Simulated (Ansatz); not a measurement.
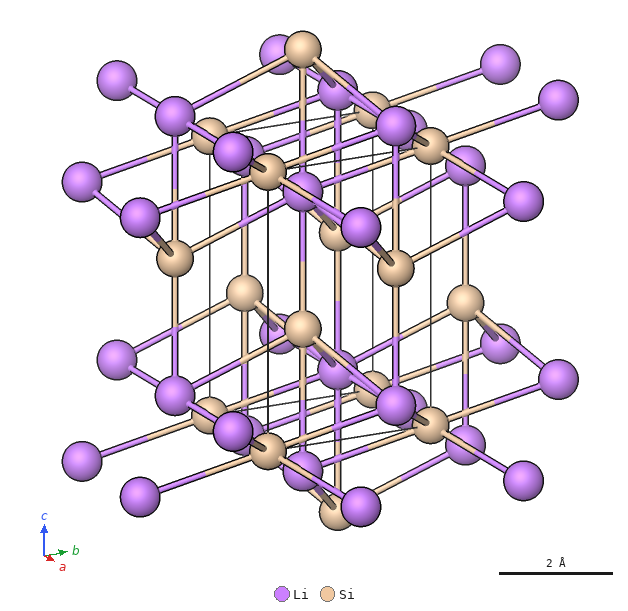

Ball-and-stick representation of a periodic structure, projected slightly off an axis. The frame is the conventional unit cell; atoms at its boundary are shown with their periodic copies. Atoms just outside the outline that bond to atoms inside are added.

Cell parameters: a = 4.07 Å, b = 4.07 Å, c = 5.03 Å, α = 90.00°, β = 90.00°, γ = 120.00°.

Bonds shown: Li–Si up to 3.11 Å (cut-off distances).

The composition is Li$_{2}$Si$_{3}$.

Q: Name the space group.

A: P-3m1 (No. 164), with Li on 2d, Si on 1a and Si on 2d.

Q: What does the coordination shell of Li look like?

A: Each Li has eight Si in a distorted cubic arrangement at about 2.5 to 2.6 Å.

Q: Does the bonding give isolated units, chains, sheets or a framework?

A: The bonds build a three-dimensional framework.

The initial geometry was a textbook structure type filled with these elements (whether it is the usual form wasn't checked). Earlier steps of the study may have refined or changed the cell and positions. It went into a calculation with Ansatz.
